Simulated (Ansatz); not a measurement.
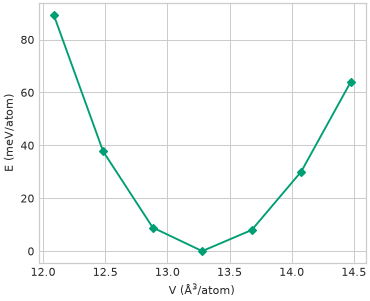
Figure. GeMo2C in space group P6_3/mmc (No. 194; Ge on 2d, Mo on 4f, C on 2a) under volume change, the program Ansatz at the r²SCAN level (PAW), shape and atoms relaxed at each volume.

Task: What does a third-order Birch–Murnaghan fit give for V₀, B₀ and B′?

Result: V₀ = 13.28 Å³/atom, B₀ = 223 GPa, B′ = 4.5.

The start of the workflow was typed in or built on a structure type; neither database checked (COD, Materials Project) lists it. Whether it is the stable phase at ambient conditions was not checked. The r²SCAN relaxation kept the symmetry of its start; its stability against distortions is not shown here. No spin polarisation was allowed.

Potentials: the earlier of the program's two PAW sets.
